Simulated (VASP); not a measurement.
Band structure of SiO2 (space group P6_422). Calculation: r2SCAN meta-GGA, VASP's PBE PAW potentials (set 64) (plane waves; VASP).

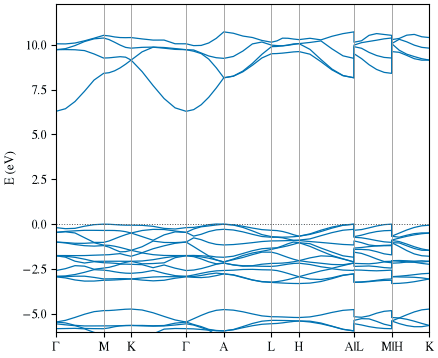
Fig. 1. Bands along high-symmetry lines, zero at the valence-band maximum or, without a gap, the Fermi level

Problem. Read the plot: is there a gap, and where are the band edges?

Solution. The gap is indirect, 6.29 eV, from the valence maximum at (0.00, 0.00, 0.40) to the conduction minimum at Γ.

The structure comes from a computed database's SiO2 entry (P6_422); how it stands against other phases isn't given here. It was relaxed first.
